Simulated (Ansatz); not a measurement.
# Phonon calculation, with input and output: WH7ClO5

- system: WH7ClO5
- method: RHF/def2-SVP (Ansatz 0.2.0)

It belongs to a series of runs on one base structure; here: vibrations at the highest image of the band. Figures and captions count atoms from 1; the log counts them from 0 in places.

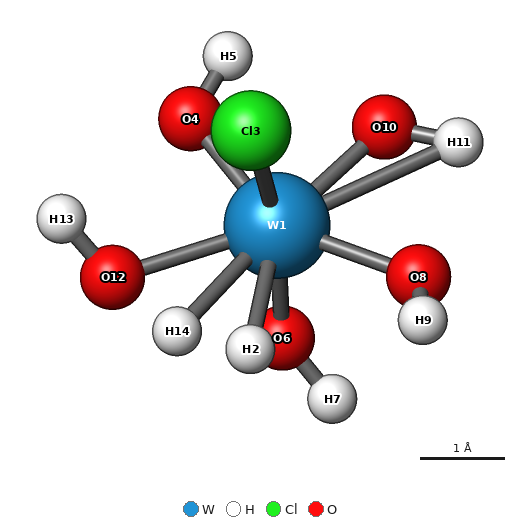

**Figure 1.** The structure (ball-and-stick view, seen at a tilt; atoms are numbered from 1 in the order of the input). Sticks mark near contacts.

**Key numbers**

- outcome: converged
- total energy: −24595.0776 eV
- mean-field energy: −24595.0776 eV
- largest force (length of the vector): 0.031 eV/Å
- hardware: 4 threads of Arm Neoverse V2, 24 GiB of memory available, shared host
- wall time: 2.2 min (CPU time 8.2 min)
- peak memory: 0.47 GiB

**The input**
```yaml
crystal:
  periodic: [false, false, false]
  atoms:
    - { symbol: W, position_ang: [0.178733, 0.373499, 0.065356] }
    - { symbol: H, position_ang: [0.653167, -0.673385, 1.650271] }
    - { symbol: Cl, position_ang: [2.539909, 0.091249, -0.203024] }
    - { symbol: O, position_ang: [0.277621, 2.172302, -0.478761] }
    - { symbol: H, position_ang: [0.168934, 2.369751, -1.399952] }
    - { symbol: O, position_ang: [-1.511072, 0.336312, 0.814026] }
    - { symbol: H, position_ang: [-2.085518, -0.393939, 0.996276] }
    - { symbol: O, position_ang: [0.019365, -1.519864, -0.343002] }
    - { symbol: H, position_ang: [0.43885, -2.181381, 0.184899] }
    - { symbol: O, position_ang: [-0.295485, 0.321265, -1.771609] }
    - { symbol: H, position_ang: [-0.397737, -0.559101, -2.112279] }
    - { symbol: O, position_ang: [0.689697, 1.426562, 1.790409] }
    - { symbol: H, position_ang: [1.335095, 2.109059, 1.655953] }
    - { symbol: H, position_ang: [0.842943, 0.169973, 1.978738] }
basis:
  gaussian: { orbitals: def2-SVP }
hamiltonian:
  xc: hf
phonons: {}
```

Run as:
```bash
ansatz run input.yaml --threads 4 --pin off --max-ram 5120MiB --backend cpu --events-out ev --progress --plain --runs-dir out
```

**Log**
```
Engine: ansatz 0.2.0, aarch64-unknown-linux-gnu
Functional definition: HF
  exchange = exact_x
  correlation = 0
1611 factors; integrals over basis functions are off by at most 3.4e-4 eV
mean field evaluation 1: about -24582.1230 eV, gradient 8.2e1 eV
mean field evaluation 2: about -24582.4161 eV, gradient 8.2e1 eV
mean field evaluation 4: about -24594.8344 eV, gradient 9.4e0 eV
mean field evaluation 8: about -24595.0745 eV, gradient 8.9e-1 eV
mean field -24595.07759165 eV, -903.8524303509 hartree, gradient 6.4e-5 eV, S^2 0.000000; 0 other end points of the search recorded, 0 dependent functions left out
the calculation of the forces begins
reference -24595.07759165 eV, -903.8524303509 hartree; 39, 39 occupied and 116, 116 virtual orbitals, 1611 factors
these checks for a lower state are left out or cut short: stability, starts, cluster_reference, orbital_swaps, neighbouring_geometries, increment
1611 factors; integrals over basis functions are off by at most 3.4e-4 eV
mean field evaluation 16: about -24594.5979 eV, gradient 1.0e-2 eV
mean field -24595.07746742 eV, -903.8524257855 hartree, gradient 2.8e-6 eV, S^2 0.000000; 0 other end points of the search recorded, 0 dependent functions left out
[... from here on the field's lines of each further geometry are left out, up to the last ...]
the calculation of the forces begins
reference -24595.07750331 eV, -903.8524271044 hartree; 39, 39 occupied and 116, 116 virtual orbitals, 1611 factors
these checks for a lower state are left out or cut short: stability, starts, cluster_reference, orbital_swaps, neighbouring_geometries, increment
1611 factors; integrals over basis functions are off by at most 3.4e-4 eV
mean field evaluation 768: about -24595.0776 eV, gradient 1.8e-4 eV
mean field -24595.07761769 eV, -903.8524313079 hartree, gradient 2.8e-6 eV, S^2 0.000000; 0 other end points of the search recorded, 0 dependent functions left out
the calculation of the forces begins
reference -24595.07761769 eV, -903.8524313079 hartree; 39, 39 occupied and 116, 116 virtual orbitals, 1611 factors
WARN: phonons: modes at or below zero, which the zero-point energy, F, S and C_V leave out: 1, the lowest at -1620.60 cm⁻¹. A minimum has none, and a first-order saddle one
Total energy: -24595.07759165 eV, -903.8524303509 hartree
Atom 0 at     0.178733     0.373499     0.065356 Å, force     0.014413    -0.002359     0.019037 eV/Å
Atom 1 at     0.653167    -0.673385     1.650271 Å, force    -0.007057    -0.029790     0.002504 eV/Å
Atom 2 at     2.539909     0.091249    -0.203024 Å, force     0.000722    -0.002964     0.002089 eV/Å
Atom 3 at     0.277621     2.172302    -0.478761 Å, force    -0.002760     0.003653     0.004364 eV/Å
Atom 4 at     0.168934     2.369751    -1.399952 Å, force    -0.000114    -0.003425    -0.001834 eV/Å
Atom 5 at    -1.511072     0.336312     0.814026 Å, force     0.005567    -0.001477    -0.002489 eV/Å
Atom 6 at    -2.085518    -0.393939     0.996276 Å, force    -0.003701    -0.000855    -0.001052 eV/Å
Atom 7 at     0.019365    -1.519864    -0.343002 Å, force    -0.005368     0.001033     0.005775 eV/Å
Atom 8 at     0.438850    -2.181381     0.184899 Å, force     0.005977     0.004332    -0.003991 eV/Å
Atom 9 at    -0.295485     0.321265    -1.771609 Å, force    -0.007300     0.000456     0.001756 eV/Å
Atom 10 at    -0.397737    -0.559101    -2.112279 Å, force     0.002099     0.000320    -0.001346 eV/Å
Atom 11 at     0.689697     1.426562     1.790409 Å, force     0.023358     0.014239    -0.005167 eV/Å
Atom 12 at     1.335095     2.109059     1.655953 Å, force    -0.010645     0.009023     0.003239 eV/Å
Atom 13 at     0.842943     0.169973     1.978738 Å, force    -0.015192     0.007816    -0.022883 eV/Å
Dipole moment:    -0.331341    -0.429240     0.160069 e Å
Vibrations: -1620.60 93.60 112.25 174.93 184.14 247.01 262.42 306.45 320.63 339.11 359.75 411.47 461.85 489.36 549.75 571.28 636.39 652.46 682.06 696.82 722.88 756.29 786.28 849.25 865.04 928.71 1010.37 1095.98 1358.18 1918.18 2293.22 4129.75 4145.59 4153.89 4181.77 4204.10 cm⁻¹, zero-point energy 2.538650 eV
```

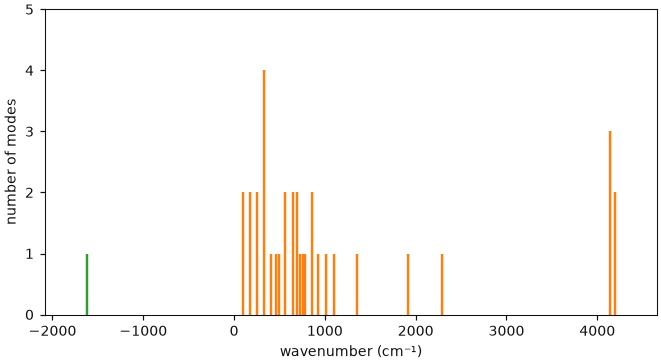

**Figure 2.** Harmonic vibrational wavenumbers from the force constants; neighbouring modes closer than 26 cm⁻¹ are counted in one stick, and imaginary ones are drawn at negative wavenumbers. 36 modes from 1621i to 4204 cm⁻¹, 1 imaginary beyond 8i (1621i cm⁻¹): a first-order saddle point, if the geometry is stationary.
